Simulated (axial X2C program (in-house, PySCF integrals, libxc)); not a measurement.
**CsP⁻: bond curves with and without spin–orbit coupling**

What are the state, bond length, wavenumber and bond energy of CsP⁻, and what does spin–orbit coupling change?

Program: an in-house X2C program for linear molecules on PySCF integrals. Level of theory: all-electron X2C, Cs dyall-acv3z, P dyall-av3z. These are calculated values, not measurements.

### 1 Set-up

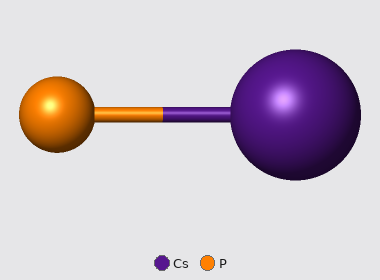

The two atoms at 3.110 Å (caesium purple, phosphorus orange).

File task.json:

```json
{"zs": [55, 15], "q": -1, "bas": ["dyall-acv3z", "dyall-av3z"], "levels": ["PBE0", "HF", "BP86"], "cc": true, "r0": 3.11, "thr": -2.0, "nmax": 90, "npts": 10, "nst": 2, "ntry": 6}
```

Keys: zs atomic numbers; q charge; bas basis sets; levels methods (HF also brings MP2); cc coupled cluster on or off; r0 starting distance in Å; thr threshold in hartree for freezing inner shells (an s shell follows its p shell); nmax most natural virtual spinors; npts points asked for on the curve; nst determinants followed; ntry starts of the search.

On the command line:

```bash
$ python so2c.py task.json out
```

Spin-free means the one-electron spin-free X2C Hamiltonian; two-component (2c) means X2C with spin–orbit coupling and atomic mean-field two-electron Coulomb and Gaunt terms. Basis: Cs dyall-acv3z contracted to [16s16p10d4f1g], P dyall-av3z contracted to [9s8p3d2f]; Gaussian nuclei, density fitting. Masses: Cs 132.905 u, P 30.974 u.

Notation: σ, π±, δ± give the projection m of an orbital's angular momentum (0, ±1, ±2), α and β its spin, Λ and M_S the sums; ω is the projection of a spinor's total angular momentum and Ω the sum. Logs are in hartree.

The results follow Hamiltonian by Hamiltonian and level by level.

### 2 State search with PBE0

PBE0 moves the distance from 3.110 Å to 3.457 Å and compares determinants there.

Spin-free determinants:

| ΔE (eV) | state | open shells |
| --- | --- | --- |
| 0.00 | M_S = 3/2, Λ = 0 | beyond closed shells: σα, π+α, π-α |
| 0.01 | M_S = 1/2, Λ = 0 | beyond closed shells: σβ, π+α, π-α |
| 0.26 | M_S = 3/2, Λ = 1 | beyond closed shells: 2 × σα, π+α, π+β, π-α |
| 0.49 | M_S = 3/2, Λ = 1 | beyond closed shells: 2 × π+α, π-α |
| 0.61 | M_S = 1/2, Λ = 1 | beyond closed shells: π+α, π+β, π-α |
| 1.18 | M_S = 3/2, Λ = 2 | beyond closed shells: π+α, π-α, δ+α |
| 1.18 | M_S = 1/2, Λ = 2 | beyond closed shells: π+α, π-α, δ+β |

Two-component determinants:

```
ΔE (eV)    state                                       open shells
   0.00  Ω = 3/2                     excess of +ω over −ω: ω = 3/2
   0.01  Ω = 1/2       excess of +ω over −ω: 2 × ω = -1/2, ω = 3/2
   0.25  Ω = 5/2        excess of +ω over −ω: 2 × ω = 1/2, ω = 3/2
   0.28  Ω = 1/2                     excess of +ω over −ω: ω = 1/2
   0.50  Ω = 5/2       excess of +ω over −ω: ω = -1/2, 2 × ω = 3/2
   0.85  Ω = 7/2        excess of +ω over −ω: ω = 1/2, 2 × ω = 3/2
   1.18  Ω = 7/2  excess of +ω over −ω: ω = -1/2, ω = 3/2, ω = 5/2
```

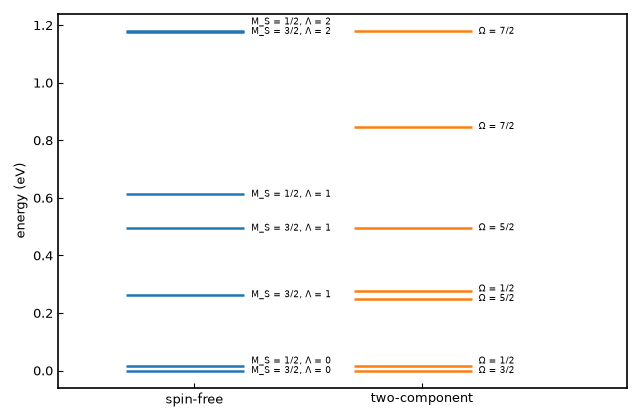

The determinants found, each set from its own lowest.

### 3 PBE0, spin-free

State followed: M_S = 3/2, Λ = 0 (beyond closed shells: σα, π+α, π-α). The scan is laid around 3.457 Å, a first estimate of the minimum, and this SCF restarts from the orbitals of the search.

The SCF at the reference distance of 3.457 Å:

```text
spin-free X2C-1e  PBE0
basis functions 213  fitting functions 1105  grid points 5087
iter        total energy     max residual
   1      -8127.865887138     2.85e-06
   2      -8127.865887142     2.44e-06
   3      -8127.865887143     1.08e-06
converged
one-electron -11379.39353303  Coulomb 3342.65921134  exact exchange -53.55671975  xc functional -163.86098947  nuclear repulsion 126.28614377
```

Along the bond, energies from the lowest point:

| R (Å) | E (eV) | μ (D) | HOMO (eV) | LUMO (eV) | iterations |
| --- | --- | --- | --- | --- | --- |
| 3.250 | 0.0355 | 2.35 | 0.31 | 0.98 | 12 |
| 3.353 | 0.0067 | 1.64 | 0.30 | 0.99 | 12 |
| 3.457 | 0.0000 | 0.95 | 0.28 | 1.00 | 3 |
| 3.578 | 0.0123 | 0.16 | 0.25 | 1.01 | 12 |
| 3.699 | 0.0397 | -0.61 | 0.23 | 1.02 | 11 |
| 3.855 | 0.0888 | -1.58 | 0.19 | 1.03 | 11 |

Dipoles are positive if P is the positive end and refer to the centre of mass.

Outer orbitals at the reference distance:

```json
{"symmetry": "σα", "occupied": "yes", "ε (eV)": "-25.76", "atomic character": "98% Cs s"}
{"symmetry": "σβ", "occupied": "yes", "ε (eV)": "-25.73", "atomic character": "98% Cs s"}
{"symmetry": "π-α", "occupied": "yes", "ε (eV)": "-11.69", "atomic character": "100% Cs p"}
{"symmetry": "π+α", "occupied": "yes", "ε (eV)": "-11.69", "atomic character": "100% Cs p"}
{"symmetry": "σα", "occupied": "yes", "ε (eV)": "-11.69", "atomic character": "79% Cs p, 18% P s"}
{"symmetry": "π-β", "occupied": "yes", "ε (eV)": "-11.65", "atomic character": "100% Cs p"}
{"symmetry": "π+β", "occupied": "yes", "ε (eV)": "-11.65", "atomic character": "100% Cs p"}
{"symmetry": "σβ", "occupied": "yes", "ε (eV)": "-11.51", "atomic character": "95% Cs p"}
{"symmetry": "σα", "occupied": "yes", "ε (eV)": "-10.71", "atomic character": "73% P s, 21% Cs p, 4% Cs d"}
{"symmetry": "σβ", "occupied": "yes", "ε (eV)": "-8.52", "atomic character": "88% P s, 5% Cs p, 4% Cs d"}
{"symmetry": "π-α", "occupied": "yes", "ε (eV)": "-2.24", "atomic character": "95% P p, 3% Cs d"}
{"symmetry": "π+α", "occupied": "yes", "ε (eV)": "-2.24", "atomic character": "95% P p, 3% Cs d"}
{"symmetry": "σα", "occupied": "yes", "ε (eV)": "-1.40", "atomic character": "87% P p, 5% Cs s, 5% Cs d"}
{"symmetry": "σβ", "occupied": "yes", "ε (eV)": "-0.76", "atomic character": "85% P p, 6% Cs s, 5% Cs d"}
{"symmetry": "σα", "occupied": "yes", "ε (eV)": "0.28", "atomic character": "70% Cs s, 26% Cs p, 2% P p"}
{"symmetry": "π-α", "occupied": "no", "ε (eV)": "1.00", "atomic character": "100% Cs p"}
{"symmetry": "π+α", "occupied": "no", "ε (eV)": "1.00", "atomic character": "100% Cs p"}
{"symmetry": "σα", "occupied": "no", "ε (eV)": "1.02", "atomic character": "84% Cs p, 16% Cs s"}
{"symmetry": "π-β", "occupied": "no", "ε (eV)": "1.20", "atomic character": "100% Cs p"}
```

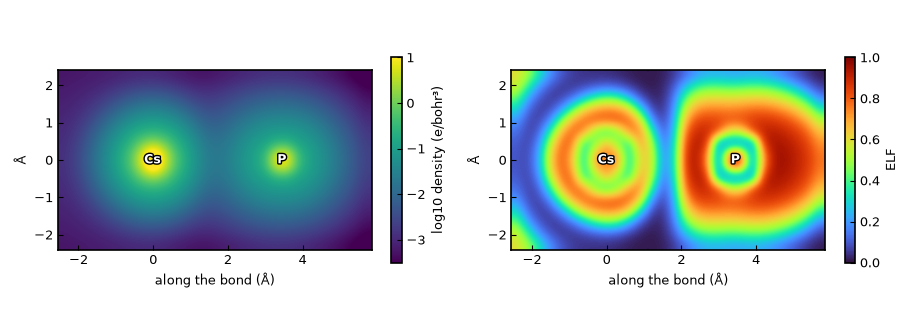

PBE0 fields in a plane through the axis, from a grid of 0.3 Å; Cs lies at z = 0 and P at z = 3.457 Å; the ELF is damped to zero where the density is low.

Re = 3.443 Å, ωe = 130.1 cm⁻¹, ωexe = 0.663 cm⁻¹, Be = 0.05662 cm⁻¹, De = 1.18 eV, μ = 1.05 D.

### 4 HF, spin-free

The SCF at the reference distance of 3.457 Å:

```text
spin-free X2C-1e  HF
basis functions 213  fitting functions 1105  grid points 5087
iter        total energy     max residual
   1      -8124.675056912     3.82e-01
   2      -8124.697543051     5.41e-03
   3      -8124.698348260     1.72e-03
   4      -8124.698511187     6.96e-04
   5      -8124.698586539     4.06e-04
   6      -8124.698635841     2.44e-04
   7      -8124.698654707     1.20e-04
   8      -8124.698661359     3.24e-05
   9      -8124.698661958     1.45e-05
  10      -8124.698662069     7.78e-06
  11      -8124.698662116     4.24e-06
  12      -8124.698662134     1.96e-06
  13      -8124.698662137     4.86e-07
  14      -8124.698662137     2.21e-07
converged
one-electron -11377.21244477  Coulomb 3340.52479417  exact exchange -214.29715530  xc functional 0.00000000  nuclear repulsion 126.28614377
```

No constants are quoted: too few points lie around the minimum for a second fit to confirm the first.

### 5 BP86, spin-free

Output at 3.457 Å:

```text
spin-free X2C-1e  BP86
basis functions 213  fitting functions 1105  grid points 5087
iter        total energy     max residual
   1      -8129.261643092     1.58e-01
   2      -8129.265381562     4.39e-03
   3      -8129.263904460     6.83e-03
   4      -8129.266078425     5.33e-04
   5      -8129.266081217     2.25e-04
   6      -8129.266085084     1.20e-04
   7      -8129.266085541     1.59e-05
   8      -8129.266085574     1.13e-05
   9      -8129.266085588     1.49e-06
  10      -8129.266085591     5.53e-07
  11      -8129.266085592     2.85e-07
converged
one-electron -11379.83362548  Coulomb 3343.08608588  exact exchange 0.00000000  xc functional -218.80468976  nuclear repulsion 126.28614377
```

Re = 3.479 Å, ωe = 120.4 cm⁻¹, ωexe = 0.717 cm⁻¹, Be = 0.05545 cm⁻¹, De = 1.06 eV, μ = 0.20 D.

### 6 MP2 and beyond, spin-free

Correlated methods: 15 electrons correlated (frozen shells, counted by type: Cs 4 s, 3 p, 2 d; P 2 s, 1 p), 315 virtual spinors in MP2, 90 natural virtuals in coupled cluster.

Output of the correlated part at 3.457 Å:

```text
correlated 15  virtual 315  natural virtual 90  E(MP2) -0.280961945  MP2 remainder -0.016475531
iter   CCSD correlation   residual
   1     -0.291709302   1.15e-01
   2     -0.299989795   3.70e-02
   3     -0.300465885   1.05e-02
   4     -0.300509522   3.94e-03
   5     -0.300505210   1.20e-03
   6     -0.300503012   4.64e-04
   7     -0.300503319   1.75e-04
   8     -0.300503523   6.16e-05
   9     -0.300503272   2.44e-05
  10     -0.300503196   1.02e-05
  11     -0.300503140   3.77e-06
  12     -0.300503130   1.34e-06
(T) -0.010821590  T1 0.0178  D1 0.0528  max T2 0.064
```

T1 in the output is the amplitude norm over the root of the electron number; divide by √2 for the Lee–Taylor value.

MP2: Re = 3.487 Å, ωe = 128.6 cm⁻¹, Be = 0.0552 cm⁻¹, De = 1.07 eV.

CCSD: Re = 3.513 Å, ωe = 126.2 cm⁻¹, ωexe = 0.621 cm⁻¹, Be = 0.05437 cm⁻¹, De = 1.09 eV. T1 at Re = 0.013 (Lee–Taylor, the printed value over √2).

CCSD(T): Re = 3.507 Å, ωe = 126.4 cm⁻¹, ωexe = 0.623 cm⁻¹, Be = 0.05457 cm⁻¹, De = 1.05 eV. T1 at Re = 0.013 (Lee–Taylor, the printed value over √2).

### 7 A higher determinant, spin-free

State: M_S = 1/2, Λ = 0 (beyond closed shells: σβ, π+α, π-α).

Output at the reference distance:

```text
spin-free X2C-1e  PBE0
basis functions 213  fitting functions 1105  grid points 5087
iter        total energy     max residual
   1      -8127.865342571     2.81e-06
   2      -8127.865342575     2.21e-06
   3      -8127.865342576     1.13e-06
converged
one-electron -11379.33379151  Coulomb 3342.60075594  exact exchange -53.55705759  xc functional -163.86139319  nuclear repulsion 126.28614377
```

| R (Å) | E above the lowest PBE0 point (eV) |
| --- | --- |
| 3.250 | 0.049 |
| 3.353 | 0.021 |
| 3.457 | 0.015 |
| 3.578 | 0.028 |
| 3.699 | 0.057 |
| 3.855 | 0.107 |

Re = 3.438 Å, ωe = 131.5 cm⁻¹, ωexe = 0.645 cm⁻¹, Be = 0.05676 cm⁻¹, μ = 1.24 D. ⟨S²⟩ = 1.76 against 0.75 for a pure state, so this determinant mixes spins. Te = 0.01 eV.

### 8 The spin-free curves together

Energy (eV) of the followed determinant, spin-free, from each level's lowest point:

| R (Å) | PBE0 | HF | MP2 | CCSD | CCSD(T) | BP86 |
| --- | --- | --- | --- | --- | --- | --- |
| 3.250 | 0.035 | 0.110 | 0.054 | 0.065 | 0.062 | 0.045 |
| 3.353 | 0.007 | 0.047 | 0.015 | 0.020 | 0.018 | 0.012 |
| 3.457 | 0.000 | 0.013 | 0.000 | 0.000 | 0.000 | 0.000 |
| 3.578 | 0.012 | 0.000 | 0.005 | 0.000 | 0.002 | 0.006 |
| 3.699 | 0.040 | 0.008 | 0.027 | 0.019 | 0.021 | 0.026 |
| 3.855 | 0.089 | 0.039 | 0.072 | 0.059 | 0.062 | 0.064 |

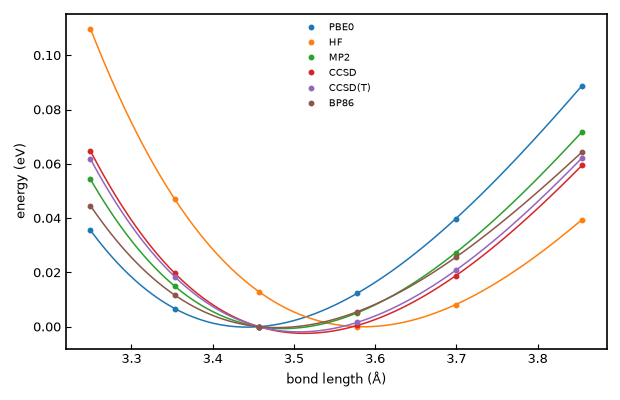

Curves of the followed state, spin-free, each from its own lowest point.

### 9 PBE0, 2c

State followed: Ω = 3/2 (excess of +ω over −ω: ω = 3/2). The scan is laid around 3.457 Å, a first estimate of the minimum, and this SCF restarts from the orbitals of the search.

The SCF at the reference distance of 3.457 Å:

```text
two-component X2C + atomic mean field  PBE0
basis functions 213  fitting functions 1105  grid points 5087
iter        total energy     max residual
   1      -8124.609576727     2.23e-05
   2      -8124.609576819     1.58e-05
   3      -8124.609576849     1.32e-05
   4      -8124.609576918     2.80e-06
   5      -8124.609576921     1.50e-06
   6      -8124.609576921     6.79e-07
converged
one-electron -11369.41249811  Coulomb 3340.79882482  exact exchange -53.52553936  xc functional -163.77301836  nuclear repulsion 126.28614377  atomic mean-field constant -4.98348967
```

Along the bond, energies from the lowest point:

| R (Å) | E (eV) | μ (D) | HOMO (eV) | LUMO (eV) | iterations |
| --- | --- | --- | --- | --- | --- |
| 3.250 | 0.0350 | 2.34 | 0.32 | 0.98 | 14 |
| 3.353 | 0.0065 | 1.64 | 0.30 | 0.99 | 12 |
| 3.457 | 0.0000 | 0.94 | 0.28 | 1.00 | 6 |
| 3.578 | 0.0125 | 0.15 | 0.25 | 1.01 | 12 |
| 3.699 | 0.0400 | -0.62 | 0.23 | 1.02 | 11 |
| 3.855 | 0.0892 | -1.59 | 0.19 | 1.03 | 11 |

Dipoles are positive if P is the positive end and refer to the centre of mass.

Outer spinors at the reference distance:

```tsv
ω	occupied	ε (eV)	atomic character	λ mixture
1/2	yes	-25.76	98% Cs s	100% σ
-1/2	yes	-25.73	98% Cs s	100% σ
-1/2	yes	-12.73	99% Cs p	71% π, 29% σ
1/2	yes	-12.73	98% Cs p	68% π, 32% σ
1/2	yes	-11.29	60% Cs p, 36% P s	76% σ, 24% π
3/2	yes	-11.15	100% Cs p	100% π
-3/2	yes	-11.12	100% Cs p	100% π
-1/2	yes	-11.05	96% Cs p	72% σ, 28% π
1/2	yes	-10.60	53% P s, 42% Cs p, 3% Cs d	92% σ, 8% π
-1/2	yes	-8.52	88% P s, 6% Cs p, 4% Cs d	100% σ
-1/2	yes	-2.26	95% P p, 3% Cs d	100% π
3/2	yes	-2.23	95% P p, 3% Cs d	100% π
1/2	yes	-1.40	87% P p, 5% Cs s, 5% Cs d	100% σ
-1/2	yes	-0.76	85% P p, 6% Cs s, 5% Cs d	100% σ
1/2	yes	0.28	70% Cs s, 25% Cs p, 2% P p	100% σ
-1/2	no	1.00	100% Cs p	100% π
3/2	no	1.00	100% Cs p	100% π
1/2	no	1.02	84% Cs p, 16% Cs s	100% σ
1/2	no	1.20	100% Cs p	100% π
```

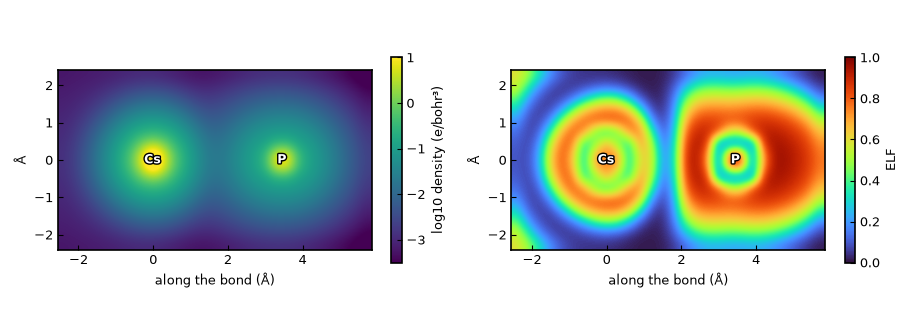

PBE0 fields in a plane through the axis, from a grid of 0.3 Å; Cs lies at z = 0 and P at z = 3.457 Å; the ELF is damped to zero where the density is low.

Re = 3.442 Å, ωe = 130.2 cm⁻¹, ωexe = 0.663 cm⁻¹, Be = 0.05665 cm⁻¹, De = 1.18 eV, μ = 1.05 D.

### 10 HF, 2c

The SCF at the reference distance of 3.457 Å:

```text
two-component X2C + atomic mean field  HF
basis functions 213  fitting functions 1105  grid points 5087
iter        total energy     max residual
   1      -8121.413176633     3.87e-01
   2      -8121.435682584     5.47e-03
   3      -8121.436491996     1.73e-03
   4      -8121.436656201     7.03e-04
   5      -8121.436732139     4.07e-04
   6      -8121.436782133     2.45e-04
   7      -8121.436801624     1.20e-04
   8      -8121.436808890     4.97e-05
   9      -8121.436809802     4.65e-05
  10      -8121.436810148     4.43e-05
  11      -8121.436810584     4.07e-05
  12      -8121.436811445     3.09e-05
  13      -8121.436812082     2.07e-05
  14      -8121.436812549     1.03e-05
  15      -8121.436812723     3.30e-06
  16      -8121.436812736     1.21e-06
  17      -8121.436812736     5.95e-07
converged
one-electron -11367.23046834  Coulomb 3338.66341843  exact exchange -214.17241693  xc functional 0.00000000  nuclear repulsion 126.28614377  atomic mean-field constant -4.98348967
```

No constants are quoted: too few points lie around the minimum for a second fit to confirm the first.

### 11 BP86, 2c

Output at 3.457 Å:

```text
two-component X2C + atomic mean field  BP86
basis functions 213  fitting functions 1105  grid points 5087
iter        total energy     max residual
   1      -8126.007083745     1.61e-01
   2      -8126.010844087     4.39e-03
   3      -8125.896396018     4.36e-02
   4      -8125.937922200     3.37e-02
   5      -8125.954125656     2.70e-02
   6      -8125.957168978     2.62e-02
   7      -8126.010822988     3.49e-03
   8      -8126.011330408     2.14e-03
   9      -8126.011045442     2.79e-03
  10      -8126.011104779     2.69e-03
  11      -8125.992017026     1.57e-02
  12      -8125.978219657     2.05e-02
  13      -8125.956213711     2.66e-02
  14      -8125.959815320     2.56e-02
  15      -8125.954440235     2.74e-02
  16      -8125.957566598     2.62e-02
  17      -8125.949122515     2.97e-02
  18      -8126.005369310     8.93e-03
  19      -8126.008375741     6.48e-03
  20      -8126.008961805     5.88e-03
  21      -8126.011083112     2.72e-03
  22      -8126.002127256     1.09e-02
  23      -8125.994476926     1.47e-02
  24      -8125.971828231     2.24e-02
  25      -8126.009997304     4.60e-03
  26      -8126.011668536     4.84e-04
  27      -8126.011687166     9.59e-05
  28      -8126.011676547     3.78e-04
  29      -8126.011687647     4.96e-05
  30      -8126.011687533     6.19e-05
  31      -8126.011687831     6.60e-06
  32      -8126.011687834     3.56e-06
  33      -8126.011687835     1.18e-06
converged
one-electron -11369.90712366  Coulomb 3341.27879731  exact exchange 0.00000000  xc functional -218.68601558  nuclear repulsion 126.28614377  atomic mean-field constant -4.98348967
```

No constants are quoted: the lowest point is the short end of the scan.

### 12 Correlated methods, 2c

Correlated methods: 15 electrons correlated (frozen shells, counted by type: Cs 4 s, 3 p, 2 d; P 2 s, 1 p), 315 virtual spinors in MP2, 90 natural virtuals in coupled cluster.

Output of the correlated part at 3.457 Å:

```text
correlated 15  virtual 315  natural virtual 90  E(MP2) -0.280394236  MP2 remainder -0.016489560
iter   CCSD correlation   residual
   1     -0.291094650   1.15e-01
   2     -0.299363707   3.71e-02
   3     -0.299840665   1.05e-02
   4     -0.299884512   3.99e-03
   5     -0.299880282   1.27e-03
   6     -0.299878203   5.60e-04
   7     -0.299878705   3.08e-04
   8     -0.299878957   2.11e-04
   9     -0.299878423   1.60e-04
  10     -0.299878837   1.15e-04
  11     -0.299878890   7.18e-05
  12     -0.299879047   4.42e-05
  13     -0.299879013   2.64e-05
  14     -0.299879032   1.36e-05
(T) -0.010766334  T1 0.0179  D1 0.0529  max T2 0.064
```

MP2: Re = 3.486 Å, ωe = 128.6 cm⁻¹, Be = 0.05521 cm⁻¹, De = 1.07 eV.

CCSD: Re = 3.513 Å, ωe = 126.3 cm⁻¹, ωexe = 0.611 cm⁻¹, Be = 0.05439 cm⁻¹, De = 1.09 eV. T1 at Re = 0.013 (Lee–Taylor, the printed value over √2).

CCSD(T): Re = 3.506 Å, ωe = 126.5 cm⁻¹, Be = 0.05459 cm⁻¹, De = 1.04 eV. T1 at Re = 0.013 (Lee–Taylor, the printed value over √2).

### 13 A higher determinant, 2c

State: Ω = 1/2 (excess of +ω over −ω: 2 × ω = -1/2, ω = 3/2).

Output at the reference distance:

```text
two-component X2C + atomic mean field  PBE0
basis functions 213  fitting functions 1105  grid points 5087
iter        total energy     max residual
   1      -8124.609030724     2.43e-05
   2      -8124.609030831     1.73e-05
   3      -8124.609030865     1.44e-05
   4      -8124.609030939     2.33e-06
   5      -8124.609030941     6.34e-07
   6      -8124.609030942     2.83e-07
converged
one-electron -11369.35268503  Coulomb 3340.74029623  exact exchange -53.52587575  xc functional -163.77342048  nuclear repulsion 126.28614377  atomic mean-field constant -4.98348967
```

| R (Å) | E above the lowest PBE0 point (eV) |
| --- | --- |
| 3.250 | 0.049 |
| 3.353 | 0.021 |
| 3.457 | 0.015 |
| 3.578 | 0.028 |
| 3.699 | 0.057 |
| 3.855 | 0.108 |

Re = 3.437 Å, ωe = 131.6 cm⁻¹, ωexe = 0.645 cm⁻¹, Be = 0.0568 cm⁻¹, μ = 1.24 D. Te = 0.01 eV.

### 14 The 2c curves together

Energy (eV) of the followed determinant, 2c, from each level's lowest point:

| R (Å) | PBE0 | HF | MP2 | CCSD | CCSD(T) | BP86 (jumps) |
| --- | --- | --- | --- | --- | --- | --- |
| 3.250 | 0.035 | 0.109 | 0.054 | 0.065 | 0.062 | 0.000 |
| 3.353 | 0.006 | 0.047 | 0.015 | 0.020 | 0.018 | 0.029 |
| 3.457 | 0.000 | 0.013 | 0.000 | 0.000 | 0.000 | 0.007 |
| 3.578 | 0.012 | 0.000 | 0.005 | 0.001 | 0.002 | 0.017 |
| 3.699 | 0.040 | 0.008 | 0.027 | 0.019 | 0.021 | 0.037 |
| 3.855 | 0.089 | 0.040 | 0.072 | 0.060 | 0.062 | 0.076 |

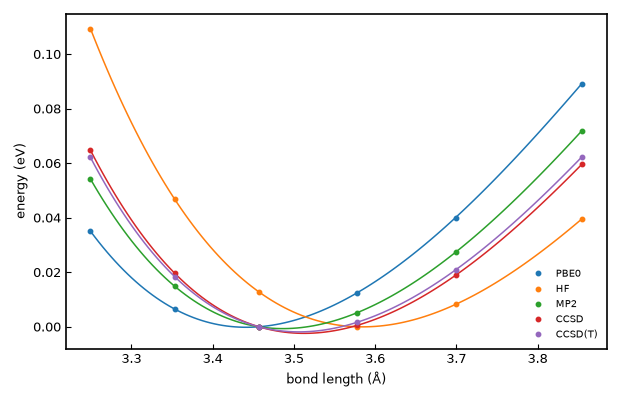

Curves of the followed state, 2c, each from its own lowest point. Left out: BP86.

Time for the job: 3.6 min (1 thread, shared host).

### 15 What came out

Lowest determinant that the search found at its distance, spin-free: M_S = 3/2, Λ = 0 (beyond closed shells: σα, π+α, π-α).

Lowest determinant that the search found at its distance, 2c: Ω = 3/2 (excess of +ω over −ω: ω = 3/2).

| Hamiltonian | level | Re (Å) | ωe (cm⁻¹) | De (eV) |
| --- | --- | --- | --- | --- |
| spin-free | PBE0 | 3.443 | 130.1 | 1.18 |
| spin-free | MP2 | 3.487 | 128.6 | 1.07 |
| spin-free | CCSD | 3.513 | 126.2 | 1.09 |
| spin-free | CCSD(T) | 3.507 | 126.4 | 1.05 |
| spin-free | BP86 | 3.479 | 120.4 | 1.06 |
| 2c | PBE0 | 3.442 | 130.2 | 1.18 |
| 2c | MP2 | 3.486 | 128.6 | 1.07 |
| 2c | CCSD | 3.513 | 126.3 | 1.09 |
| 2c | CCSD(T) | 3.506 | 126.5 | 1.04 |

No constants: spin-free HF (too few points lie around the minimum for a second fit to confirm the first); 2c HF (too few points lie around the minimum for a second fit to confirm the first); 2c BP86 (the lowest point is the short end of the scan).

Time per point (s) on 1 thread, shared host (2c runs; CCSD comes with the CCSD(T) run); the times are rough: PBE0 1, MP2 1.8, CCSD(T) 8.4.

In words: At CCSD(T), going from spin-free to two-component changes Re by -1 mÅ, ωe by 0.0 %; the spin-free picture holds up (part of it comes from the scalar share of the two-electron terms). De moves by -0.01 eV; both De rest on single-determinant atoms, which can miss part of an open shell's spin–orbit lowering. The highest occupied level is positive at the mean-field levels quoted, but negative in the Hartree–Fock runs, so self-interaction plays a part.

De refers to Cs + P-, each in the lowest determinant found, which need not be this curve's own limit. Each curve is one determinant whose occupation by symmetry is held fixed; it was picked as the lowest of a PBE0 search that is not exhaustive. De is counted from the lowest determinant-based energies of the atoms at the same level, without counterpoise correction. Density functionals use the spin component along the axis (collinear). CCSD and (T) use frozen natural virtuals with an MP2 correction for the truncation. With several unpaired electrons one determinant need not be a pure state. At some level an empty orbital lies below a filled one.
